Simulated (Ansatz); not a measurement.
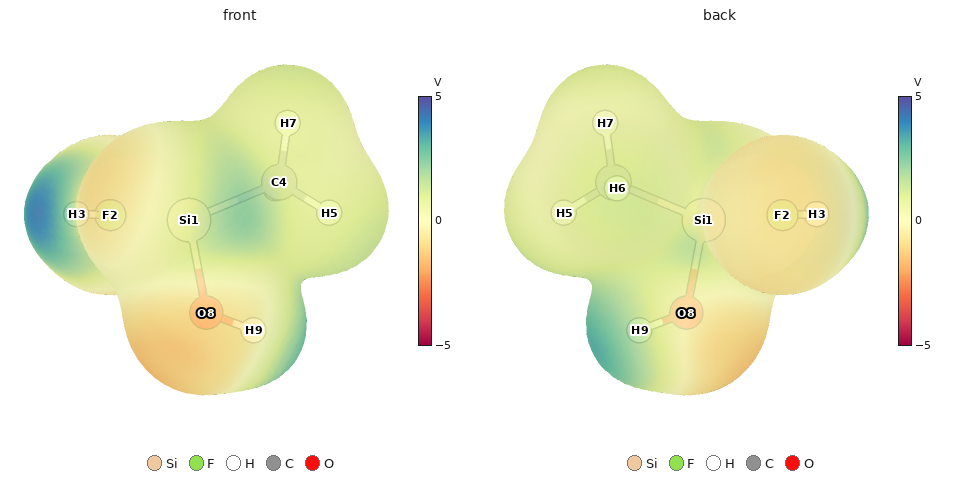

Figure 1: CH$_{4}$OSi···HF. The electrostatic potential painted on the density surface at 0.004 e/bohr³, seen from the front and from behind; the colour scale runs from red (negative) to blue (positive).

Method: Ansatz, RKS PBE/def2-SVPD.

```yaml
atoms:
  - { symbol: Si, position_ang: [0.1557, -0.1749, -0.8507] }
  - { symbol: F, position_ang: [1.5504, 0.3330, 1.5130] }
  - { symbol: H, position_ang: [2.0892, -0.2051, 0.9729] }
  - { symbol: C, position_ang: [-0.9851, 1.3653, -0.7256] }
  - { symbol: H, position_ang: [-2.0488, 1.1494, -0.9624] }
  - { symbol: H, position_ang: [-0.9430, 1.7222, 0.3275] }
  - { symbol: H, position_ang: [-0.6508, 2.2040, -1.3667] }
  - { symbol: O, position_ang: [-0.8687, -1.4153, -0.2813] }
  - { symbol: H, position_ang: [-1.7648, -1.1747, 0.0177] }
```

### Where is the surface potential most negative and most positive?

The most negative region (about −1.5 V, or −35 kcal/mol for a unit charge) lies over O8, the most positive (about +3.9 V, or +90 kcal/mol for a unit charge) over H3. O8 is the likeliest acceptor of a hydrogen bond.
